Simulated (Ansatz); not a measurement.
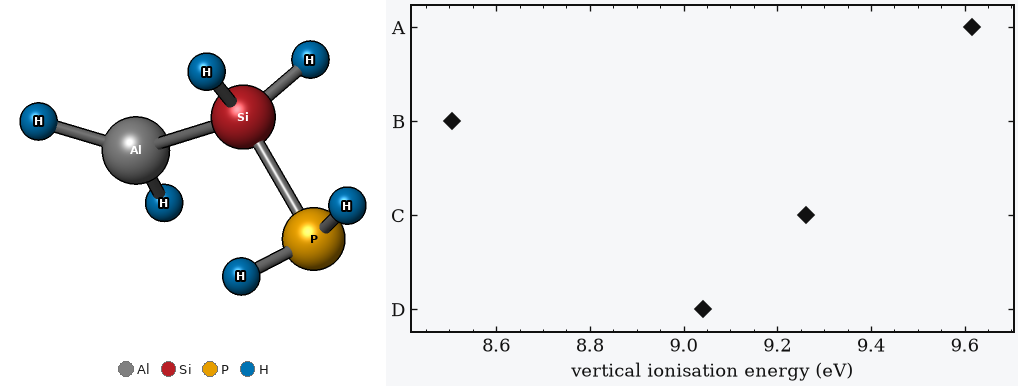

Vertical ionisation energy of AlSiPH₆, SMILES [AlH2][SiH2]P, singlet, taken as the energy of the cation less that of the neutral at fixed geometry (unrestricted doublet cation, cores frozen in correlated methods, no spin-orbit coupling), the Ansatz code 0.2.0, at a PBE0-D4/def2-TZVP geometry (with a soft imaginary mode, 28i cm⁻¹).

Question: The letters stand for B3LYP-D4/def2-TZVPP, HF/def2-QZVPP, MP2/def2-QZVPP and PBE-D4/def2-TZVPP. Which is which?

Answer: A: MP2/def2-QZVPP (9.62 eV); B: HF/def2-QZVPP (8.51 eV); C: B3LYP-D4/def2-TZVPP (9.26 eV); D: PBE-D4/def2-TZVPP (9.04 eV).
